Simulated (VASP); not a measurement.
Band structure of AlGaAs2 (space group R3m). Level of theory: modified Becke-Johnson potential (mBJ), VASP's PBE PAW potentials (set 64) (plane waves; VASP).

mBJ is a potential without an energy functional, so only the levels count.

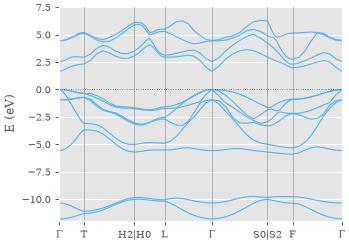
Figure: Bands along high-symmetry lines, zero at the valence-band maximum or, without a gap, the Fermi level

Q: Read the plot: is there a gap, and where are the band edges?

A: The gap is direct, 1.64 eV, from the valence maximum at Γ to the conduction minimum at Γ.

The structure comes from a computed database's AlGaAs2 entry (R3m); how it stands against other phases isn't given here. It was relaxed first. The cell's shape comes from a PBE relaxation.
